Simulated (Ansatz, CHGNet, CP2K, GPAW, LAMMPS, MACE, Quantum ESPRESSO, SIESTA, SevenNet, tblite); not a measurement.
# SIESTA on amorphous Si (114 atoms): settings against a plane-wave reference, part 2 of 2

Aim: run amorphous Si (114 atoms) in SIESTA and see how near its forces come to a plane-wave reference, and at what cost.

Program: SIESTA 5.4.2; the method stands at each step. Banners, paths, timers and routine set-up lines are dropped from the logs unmarked, and long logs keep their key lines alone; longer cuts are marked. The potentials were converted by us to PSML.

So far. Step 2 (PBE, DZP, shift 0.01 Ry, mesh 300 Ry): Forces lie 5.8 % from the reference's, at 0.47 times its CPU time (on 2 against 4 cores). Step 3 (PBE, SZ, shift 0.01 Ry, mesh 300 Ry): Against the first run (5.8 %), the force difference from the reference is 56 %, at 0.23 times the CPU time (on 1 against 2 cores), with 456 basis functions against 1482: the smaller basis costs accuracy.

## Step 4: PBE, DZ, shift 0.01 Ry, mesh 300 Ry

Method: Kohn-Sham DFT, PBE, PseudoDojo 0.4.1 norm-conserving pseudopotentials (converted to PSML), numerical atomic orbitals (DZ), diagonalisation.

File input.fdf:

```
SystemLabel cell
NumberOfAtoms 114
NumberOfSpecies 1
%block ChemicalSpeciesLabel
  1 14 Si
%endblock ChemicalSpeciesLabel
LatticeConstant 1.0 Ang
%block LatticeVectors
  13.28010 0.00000 0.00000
  0.00000 13.28010 0.00000
  0.00000 0.00000 13.28010
%endblock LatticeVectors
PAO.BasisSize DZ
PAO.EnergyShift 0.01 Ry
XC.Functional GGA
XC.Authors PBE
MeshCutoff 300 Ry
%block kgrid_Monkhorst_Pack
  1 0 0 0.0
  0 1 0 0.0
  0 0 1 0.0
%endblock kgrid_Monkhorst_Pack
SolutionMethod diagon
OccupationFunction FD
ElectronicTemperature 580 K
SCF.Mixer.Method Pulay
SCF.Mixer.Weight 0.05
SCF.Mixer.History 8
SCF.Mix Hamiltonian
MaxSCFIterations 300
SCF.DM.Tolerance 1e-04
SCF.H.Tolerance 1.0e-3 eV
WriteForces T
Write.HirshfeldPop T
Write.VoronoiPop T
Write.DM F
Write.H F
XML.Write F
AtomicCoordinatesFormat Fractional
%block AtomicCoordinatesAndAtomicSpecies
[... 114 atom lines left out: the same atoms as in the first run ...]
%endblock AtomicCoordinatesAndAtomicSpecies
```

Command:

```console
$ OMP_NUM_THREADS=1 siesta < input.fdf > output.txt
```

What it wrote:

```text
Version         : 5.4.2
reinit: System Name:
reinit: System Label: cell
initatom: Reading input for the pseudopotentials and atomic orbitals ----------
Species number:   1 Atomic number:   14 Label: Si
Ground state valence configuration (from tables):   3s02  3p02  3d00  4f00
---- Processing specs for species: Si
GGA--PBE XC_GGA_X_PBE--XC_GGA_C_PBE pb
Using PAO.SplitTailNorm
%block ChemicalSpeciesLabel
    1   14 Si                      # Species index, atomic number, species label
%endblock ChemicalSpeciesLabel
%block PAO.Basis                 # Define Basis set
[... lines left out ...]
stepf: Fermi-Dirac step function
        iscf     Eharris(eV)        E_KS(eV)     FreeEng(eV)     dDmax    Ef(eV) dHmax(eV)
[... lines left out ...]
SCF Convergence by DM+H criterion
[... lines left out ...]
SCF cycle converged after 17 iterations
[... lines left out ...]
   Max    4.268195
[... lines left out ...]
   Max    4.268195    constrained
Stress tensor Voigt[x,y,z,yz,xz,xy] (kbar):      -77.64      -57.08      -69.17       10.45        4.80       -6.48
[... lines left out ...]
siesta: FreeEng =    -13021.956952
[... lines left out ...]
siesta:       Kinetic =    4702.218175
siesta:       Hartree =    1049.124015
siesta:         Exch. =   -4172.530742
siesta:         Corr. =    -584.277502
siesta:   Exch.-corr. =   -4756.808244
siesta:  Ion-electron =   -6163.413696
siesta:       Ion-ion =   -7852.972833
siesta:         Total =  -13021.852583
siesta:         Fermi =      -3.937414
siesta: Stress tensor (static) (eV/Ang**3):
siesta:    -0.048459   -0.004047    0.002994
siesta:    -0.004048   -0.035625    0.006522
siesta:     0.002994    0.006522   -0.043174
siesta: Cell volume =       2342.092460 Ang**3
siesta: Pressure (static):
siesta:                Solid            Molecule  Units
siesta:           0.00046201          0.00053222  Ry/Bohr**3
siesta:           0.04241955          0.04886592  eV/Ang**3
siesta:          67.96361115         78.29183705  kBar
    Orbital volume contribution        =          57.921874 eV
    (Free)E + p_basis*V_orbitals       =      -12964.035078 eV
    (Free)Eharris+ p_basis*V_orbitals  =      -12964.035082 eV
Hirshfeld Atomic Populations:
Atom #   charge [q] valence [e]  Species
     1     0.000003    3.999997  Si
     2     0.000128    3.999872  Si
     3     0.014758    3.985242  Si
[...]
--------------------
 Total    -0.000022
Voronoi Atomic Populations:
Atom #   charge [q] valence [e]  Species
[...]
113    -0.011764    4.011764  Si
   114     0.001832    3.998168  Si
--------------------
 Total    -0.000022
```

Wall time 2.9 min (1 thread of Arm Neoverse V2, shared host); peak memory 1.2 GiB.

Numbers from this run, and their distance from the reference:

* r.m.s. force component: 0.9433 eV/Å
* r.m.s. difference of force components: 180.4 meV/Å
* longest difference of force vectors: 706.8 meV/Å
* force difference over r.m.s. force: 22.19 %
* slope of forces against the reference's: 1.149
* correlation of force components: 0.9899
* pressure: 6.796 GPa
* pressure difference: 6.042 GPa

This is a coarse setting, run to see what it loses.

Against the first run (5.8 %), the force difference from the reference is 22 %, at 0.34 times the CPU time (on 1 against 2 cores), with 912 basis functions against 1482: the smaller basis costs accuracy.

## Step 5: PBE, DZP, shift 0.002 Ry, mesh 300 Ry

Method: Kohn-Sham DFT, PBE, PseudoDojo 0.4.1 norm-conserving pseudopotentials (converted to PSML), numerical atomic orbitals (DZP), diagonalisation.

input.fdf: that of step 4 with these lines changed.

```diff
@@ -12,4 +12,4 @@
 %endblock LatticeVectors
-PAO.BasisSize DZ
-PAO.EnergyShift 0.01 Ry
+PAO.BasisSize DZP
+PAO.EnergyShift 0.002 Ry
 XC.Functional GGA
```

Command:

```console
$ OMP_NUM_THREADS=1 mpirun -np 2 siesta < input.fdf > output.txt
```

What it wrote:

```text
Version         : 5.4.2
reinit: System Name:
reinit: System Label: cell
initatom: Reading input for the pseudopotentials and atomic orbitals ----------
Species number:   1 Atomic number:   14 Label: Si
Ground state valence configuration (from tables):   3s02  3p02  3d00  4f00
---- Processing specs for species: Si
GGA--PBE XC_GGA_X_PBE--XC_GGA_C_PBE pb
Si pseudopotential only contains V_ls up to l=2 -- lmxkb reset.
Using PAO.SplitTailNorm
%block ChemicalSpeciesLabel
    1   14 Si                      # Species index, atomic number, species label
[... lines left out ...]
stepf: Fermi-Dirac step function
        iscf     Eharris(eV)        E_KS(eV)     FreeEng(eV)     dDmax    Ef(eV) dHmax(eV)
[... lines left out ...]
SCF Convergence by DM+H criterion
[... lines left out ...]
SCF cycle converged after 17 iterations
[... lines left out ...]
   Max    4.029839
[... lines left out ...]
   Max    4.029839    constrained
Stress tensor Voigt[x,y,z,yz,xz,xy] (kbar):      -26.93      -12.44      -22.61        9.90        3.47       -5.76
[... lines left out ...]
siesta: FreeEng =    -13083.756105
[... lines left out ...]
siesta:       Kinetic =    4670.355803
siesta:       Hartree =    1078.696933
siesta:         Exch. =   -4176.154907
siesta:         Corr. =    -584.023206
siesta:   Exch.-corr. =   -4760.178114
siesta:  Ion-electron =   -6683.256371
siesta:       Ion-ion =   -7389.216739
siesta:         Total =  -13083.598487
siesta:         Fermi =      -5.402369
siesta: Stress tensor (static) (eV/Ang**3):
siesta:    -0.016810   -0.003592    0.002168
siesta:    -0.003592   -0.007765    0.006176
siesta:     0.002168    0.006176   -0.014109
siesta: Cell volume =       2342.092460 Ang**3
siesta: Pressure (static):
siesta:                Solid            Molecule  Units
siesta:           0.00014044          0.00022079  Ry/Bohr**3
siesta:           0.01289472          0.02027155  eV/Ang**3
siesta:          20.65962142         32.47859709  kBar
    Orbital volume contribution        =         148.397664 eV
    (Free)E + p_basis*V_orbitals       =      -12935.358441 eV
    (Free)Eharris+ p_basis*V_orbitals  =      -12935.358445 eV
Hirshfeld Atomic Populations:
Atom #   charge [q] valence [e]  Species
     1     0.002898    3.997102  Si
     2    -0.002644    4.002644  Si
     3     0.001275    3.998725  Si
[...]
--------------------
 Total     0.000005
Voronoi Atomic Populations:
Atom #   charge [q] valence [e]  Species
[...]
113    -0.022959    4.022959  Si
   114    -0.010482    4.010482  Si
--------------------
 Total     0.000004
```

Elapsed: 10 min, on 2 MPI ranks; peak memory 3.6 GiB; 21 min of CPU time.

Numbers from this run, and their distance from the reference:

| Item | Value |
| --- | --- |
| r.m.s. force component | 0.8639 eV/Å |
| r.m.s. difference of force components | 63.79 meV/Å |
| longest difference of force vectors | 240 meV/Å |
| force difference over r.m.s. force | 7.847 % |
| slope of forces against the reference's | 1.062 |
| correlation of force components | 0.999 |
| pressure | 2.066 GPa |
| pressure difference | 1.312 GPa |

Against the first run (5.8 %), the force difference from the reference is 7.8 %, at 2.4 times the CPU time.

## Step 6: All runs compared

Differences are against the plane-wave reference, forces as r.m.s. over components; share is that over the reference's r.m.s. force, slope the least-squares factor from reference forces to these. Total energies of different programs have different zeros and aren't compared.

```
                                                run  Δ force, r.m.s. (meV/Å)  share (%)  slope  Δ pressure (GPa)  cores  CPU time  memory (GiB)
                                          reference                        -          -      -                 -      4    18 min           9.2
        SIESTA PBE, DZP, shift 0.01 Ry, mesh 300 Ry                     47.0       5.79  1.047             0.556      2   8.5 min           2.4
SIESTA PBE, SZ, shift 0.01 Ry, mesh 300 Ry (coarse)                      457       56.2  1.444              9.96      1     2 min          0.99
SIESTA PBE, DZ, shift 0.01 Ry, mesh 300 Ry (coarse)                      180       22.2  1.149              6.04      1   2.9 min           1.2
       SIESTA PBE, DZP, shift 0.002 Ry, mesh 300 Ry                     63.8       7.85  1.062              1.31      2    21 min           3.6
```

Rows marked coarse were listed beforehand as settings not expected to be converged; some can still land near the reference.

CPU time is summed over cores on a shared host, where runs went side by side, so it is rough. Symmetry, cutoffs, thresholds, outputs and thread counts weren't matched or tuned between programs; memory under MPI is the largest rank's times the ranks.

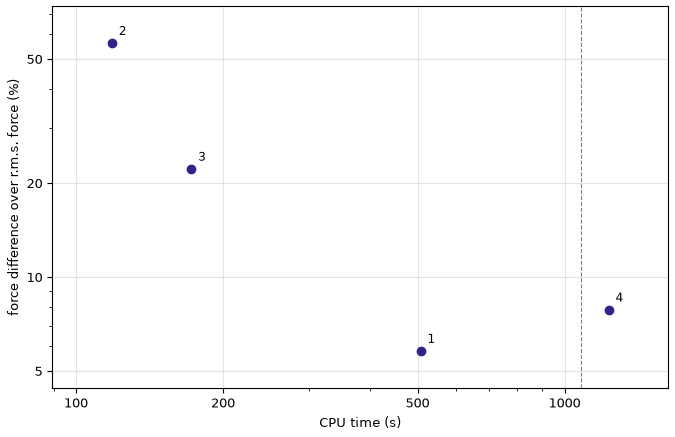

Force difference against CPU time; the dashed line marks the reference's time. Points: 1 SIESTA PBE, DZP, shift 0.01 Ry, mesh 300 Ry; 2 SIESTA PBE, SZ, shift 0.01 Ry, mesh 300 Ry; 3 SIESTA PBE, DZ, shift 0.01 Ry, mesh 300 Ry; 4 SIESTA PBE, DZP, shift 0.002 Ry, mesh 300 Ry.

## Step 7: Outcome

```json
{"nearest in forces": "SIESTA PBE, DZP, shift 0.01 Ry, mesh 300 Ry, 5.8 %", "its CPU time": "8.5 min"}
```

The PBE runs in local orbitals, coarse settings apart, differ by 5.8 % (SIESTA PBE, DZP, shift 0.01 Ry, mesh 300 Ry) to 7.8 % (SIESTA PBE, DZP, shift 0.002 Ry, mesh 300 Ry); basis, grid and potentials can all enter. Runs with settings chosen to be coarse differ by 22 % (SIESTA PBE, DZ, shift 0.01 Ry, mesh 300 Ry) to 56 % (SIESTA PBE, SZ, shift 0.01 Ry, mesh 300 Ry), their programs' other errors included. Of the electronic-structure runs that take under half the reference's CPU time, SIESTA PBE, DZP, shift 0.01 Ry, mesh 300 Ry comes nearest, at 5.8 % in 8.5 min against 18 min. SIESTA PBE, SZ, shift 0.01 Ry, mesh 300 Ry stiffens the forces by a factor of 1.44 while following their directions (correlation 0.973); the slopes of the 4 SIESTA runs lie between 1.05 and 1.44. In pressure, SIESTA PBE, SZ, shift 0.01 Ry, mesh 300 Ry misses by +10.0 GPa, at the same functional. The reference's pressure holds the uncorrected Pulay stress of its 45 Ry basis, so small pressure differences, and their order, may be the reference's own error. The quench rate of 10 K/ps is many orders above laboratory rates, so the cell is likely richer in defects and strain than a real sample. The network of bonds at the start is that of the classical potential that made the cell, and needn't be the one that DFT or experiment would give. The electronic-structure runs sample only Γ, in a cell whose shortest periodic width is 13 Å, which is coarse for a cell with partly filled levels.

[Also dropped from logs without a mark: logging warnings of Python, and SIESTA's first energy breakdown and zero terms.]

[Logs are printed without paths, hosts, clocks, repeated set-up lines and the standing remarks that a program may print on its own settings, such as how far it seeks lower states.]

[Hosts, paths, dates, database ids (printed as entryN), source tags and the programs' standing remarks are cut or masked in the printed files.]
